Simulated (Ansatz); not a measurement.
# UMP2/cc-pVDZ run of OH (SMILES [OH])

Aim: the electronic atomisation energy of OH at UMP2/cc-pVDZ, from 3 runs. 

The results are computed with Ansatz 0.2.0.

62 further runs of the same task are left out: 62 set aside as unsound or not needed.

### 1 Starting point

The species is OH (2 atoms), meant as a doublet with charge 0. SMILES: `[OH]`. Geometry: relaxed at GFN2-xTB.

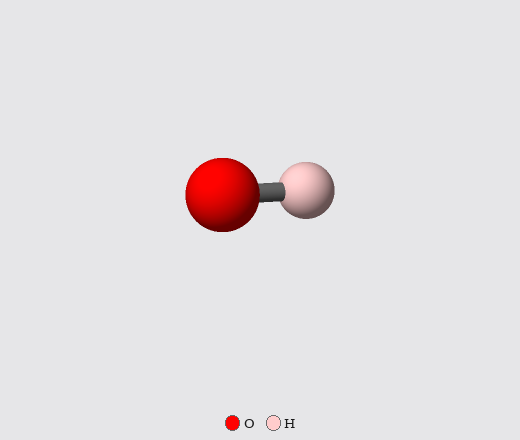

The structure, seen from a chosen angle (oxygen red, hydrogen pink).

### 2 A single-point energy at UMP2/cc-pVDZ

molecule.yaml reads:

```yaml
basis:
  gaussian:
    orbitals: cc-pVDZ
crystal:
  periodic: [false, false, false]
  atoms:
    - {symbol: O, position_ang: [0.411770, -0.131830, 0.212430]}
    - {symbol: H, position_ang: [-0.411770, 0.131830, -0.212430]}
magnetization:
  spin_polarized: true
  initial_magnetization: 1
correlation:
  method: mp2
  frozen_orbitals: {H: 0, O: 1}
accuracy: high
```

Command:

```
$ ansatz run molecule.yaml --threads 1 --pin off --max-ram 2610MiB --events-out events.jsonl --progress --plain --runs-dir runs
```

The log of the run:

```text
Warning: RAYON_NUM_THREADS=1 ignored (pool sized by the plan → 1); use --threads N
Functional definition: HF
  name "HF"
  exchange = exact_x
  correlation = 0
305 factors; integrals over basis functions are off by at most 1.6e-9 eV
mean field evaluation 1: about -2051.1331 eV, gradient 1.1e1 eV
mean field evaluation 2: about -2051.1333 eV, gradient 1.1e1 eV
mean field evaluation 4: about -2051.5695 eV, gradient 9.5e-1 eV
mean field evaluation 8: about -2051.5740 eV, gradient 2.9e-4 eV
mean field evaluation 16: about -2051.5740 eV, gradient 7.3e-3 eV
mean field -2051.57402050 eV, -75.3939546466 hartree, gradient 1.1e-8 eV, S^2 0.754524; 2 other end points of the search recorded, 0 dependent functions left out
1 core orbitals not correlated: weight in the atoms' cores, before any rotation towards them, 1.000 or more for the frozen orbitals, at most 0.000 for the correlated occupied ones
reference -2051.57402050 eV, -75.3939546466 hartree; 4, 3 occupied and 14, 15 virtual orbitals, 305 factors
second order -4.04816837 eV of doubles, -0.00000000 eV of singles
Total energy: -2055.62218887 eV, -75.5427220903 hartree
```

It took 0.08 s on 1 thread of Arm Neoverse V2, shared host.

### 3 The H atom: a single-point energy at UHF/cc-pVDZ

run.yaml reads:

```yaml
crystal:
  periodic: [false, false, false]
  atoms:
    - {symbol: H, position_ang: [0.000000, 0.000000, 0.000000]}
basis:
  gaussian:
    orbitals: cc-pVDZ
accuracy: high
hamiltonian:
  xc: hf
magnetization:
  spin_polarized: true
  initial_magnetization: 1
```

Command:

```
$ ansatz run run.yaml --threads 1 --pin off --max-ram 2610MiB --events-out events.jsonl --progress --plain --runs-dir runs
```

The log of the run:

```text
Warning: RAYON_NUM_THREADS=1 ignored (pool sized by the plan → 1); use --threads N
[... 4 set-up lines as earlier in the session ...]
15 factors; integrals over basis functions are off by at most 4.6e-8 eV
mean field evaluation 1: about -13.5522 eV, gradient 1.6e0 eV
mean field evaluation 2: about -13.5522 eV, gradient 1.6e0 eV
mean field evaluation 4: about -13.5861 eV, gradient 1.4e-4 eV
mean field evaluation 8: about -13.5861 eV, gradient 4.9e-14 eV
mean field -13.58605748 eV, -0.4992784034 hartree, gradient 1.6e-10 eV, S^2 0.750000; 0 other end points of the search recorded, 0 dependent functions left out
reference -13.58605748 eV, -0.4992784034 hartree; 1, 0 occupied and 4, 5 virtual orbitals, 15 factors
Total energy: -13.58605748 eV, -0.4992784034 hartree
```

Run time: 0.02 s. Hardware: 1 thread of Arm Neoverse V2, shared host.

### 4 The O atom

molecule.yaml reads:

```yaml
crystal:
  periodic: [false, false, false]
  atoms:
    - {symbol: O, position_ang: [0.000000, 0.000000, 0.000000]}
basis:
  gaussian: {orbitals: cc-pVDZ}
magnetization: {spin_polarized: true, initial_magnetization: 2}
correlation: {method: mp2, frozen_orbitals: {O: 1}}
accuracy: high
```

Run the same way, it converges to -74.89413 Eh (log not shown).

### 5 Outcome

At UMP2/cc-pVDZ, 1 core orbital frozen:

```
                                            quantity         value
                              molecule: total energy  -75.54272 Eh
molecule: correlation energy (1 core orbital frozen)    -148.8 mEh
         molecule: ⟨S²⟩ of the reference determinant         0.755
                                H atom: total energy   -0.49928 Eh
                                        H atom: ⟨S²⟩         0.750
                                O atom: total energy  -74.89413 Eh
  O atom: correlation energy (1 core orbital frozen)    -102.0 mEh
           O atom: ⟨S²⟩ of the reference determinant         2.004
                       electronic atomisation energy      4.063 eV
```

What this shows: Taking the molecule apart into free atoms costs 4.06 eV (392 kJ/mol), before zero-point energy and without spin-orbit coupling.
